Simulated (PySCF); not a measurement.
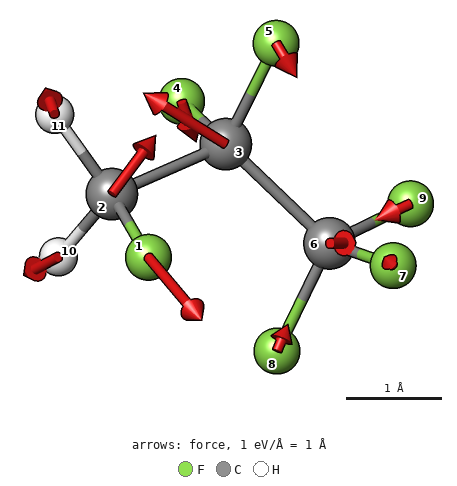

Starting geometry of C₃H₂F₆ with the computed forces as red arrows. Style: ball-and-stick. Shown at a tilt.

The start comes from GFN2-xTB. Its atoms were then displaced at random by about 0.01 Å.

Method: PBE0-D3(BJ)/def2-SVP geometry optimisation, gas phase in PySCF 2.14.0, density-fitted response routines. 

Question: Is this structure relaxed? If not, where do the atoms go?

Answer: It isn't relaxed: the largest force vector, on F1, is 1.34 eV/Å. The final displacements have little in common with the starting forces (cosine between the two patterns 0.16). The energy falls by 0.087 eV in 8 geometry steps. The atom that moves furthest after the best rigid fit is F1 (0.21 Å). Largest moves by element: F 0.21 Å, H 0.17 Å, C 0.03 Å. Near-neighbour distances that change, for instance: C2–C3 1.541 → 1.515 Å, F1–C2 1.335 → 1.358 Å, C2–H10 1.084 → 1.101 Å, C6–F9 1.335 → 1.324 Å. Bond angles that change, for instance: F4–C3–C6 110.7° → 107.6°, F1–C2–H11 107.3° → 110.4°, F4–C3–F5 105.7° → 108.5°. The run took 71 s on 1 thread of Intel(R) Xeon(R) Platinum 8488C, with other jobs on the host.
